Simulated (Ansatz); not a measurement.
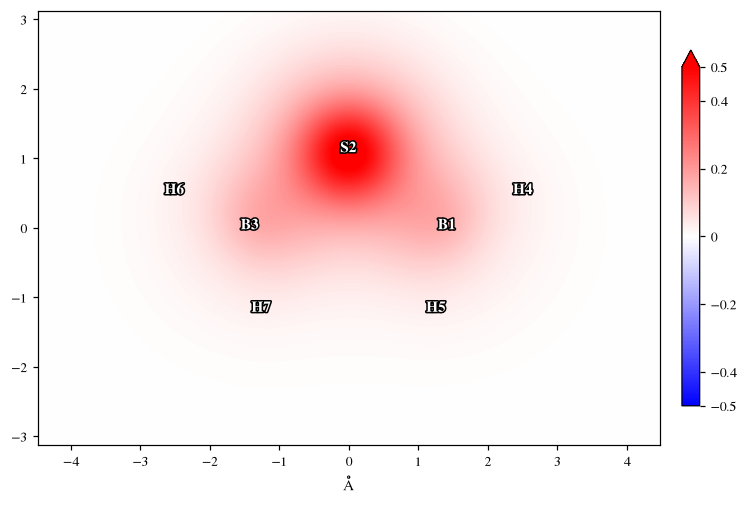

B2H4S (SMILES BSB). The HOMO−1 on a plane 0.8 Å above the molecular plane (values in Å⁻³ᐟ²; the overall sign is arbitrary).

Method: RKS CAM-B3LYP-D4/def2-SVP (Ansatz).

Input

```
crystal:
  periodic: [false, false, false]
  atoms:
    - { symbol: B, position_ang: [-1.2223, -0.1735, -0.4721] }
    - { symbol: S, position_ang: [-0.4039, -0.7185, 1.0769] }
    - { symbol: B, position_ang: [-1.98147, -1.5203, 1.6574] }
    - { symbol: H, position_ang: [-1.2077, -0.802, -1.4503] }
    - { symbol: H, position_ang: [-1.8079, 0.9151, -0.5177] }
    - { symbol: H, position_ang: [-2.20601, -2.68434, 1.44092] }
    - { symbol: H, position_ang: [-2.78588, -0.91924, 2.33543] }
basis:
  gaussian: { orbitals: def2-SVP }
hamiltonian:
  xc: cam_b3lyp
  dispersion: d4
relax:
  f_tol: 0.015
  max_steps: 40
output:
  orbitals: {}
```

Run with:

```sh
ansatz run input.yaml --threads 1 --pin off --max-ram 2048MiB --backend cpu --events-out ev --progress --plain --runs-dir out
```

The fields are those of the relaxed geometry.

> Where does this orbital lie, and at what energy?

By Hirshfeld shares it lies mainly on S2 (about 75 %), B1 (about 15 %) and B3 (about 15 %); largely a lone pair of S2. Its energy is −10.14 eV.
